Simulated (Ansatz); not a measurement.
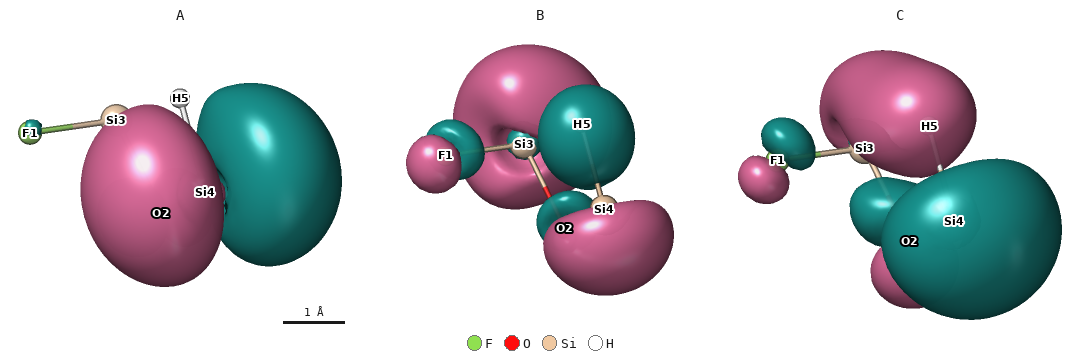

FHOSi2. Three frontier orbitals at ±0.1 Å⁻³ᐟ² (teal and pink are the two phases), in no order.

Geometry: B3LYP/6-31G*.

Theory: Ansatz 0.2.0, isolated molecule in a Gaussian basis; Kohn-Sham density functional theory, functional PBE0.

```xyz
5

F     1.5131   -0.7606   -0.3349
O    -0.5689    0.6615   -0.8842
Si   -0.0890   -0.7961   -0.0226
Si   -0.3905    1.8325    0.2714
H    -0.0511    0.6828    1.3735
```

### Which picture is the HOMO−1, the HOMO and the LUMO?

C is the HOMO−1 (−8.04 eV). By Hirshfeld shares it lies mainly on Si4 (about 50 %), Si3 (about 20 %), O2 (about 15 %) and H5 (about 10 %). B is the HOMO (−7.39 eV). By Hirshfeld shares it lies mainly on Si3 (about 60 %), Si4 (about 20 %), H5 (about 10 %) and F1 (about 5 %). A is the LUMO (−2.78 eV). By Hirshfeld shares it lies mainly on Si4 (about 80 %) and O2 (about 10 %).

### What is the HOMO–LUMO gap?

4.61 eV between the orbital energies.
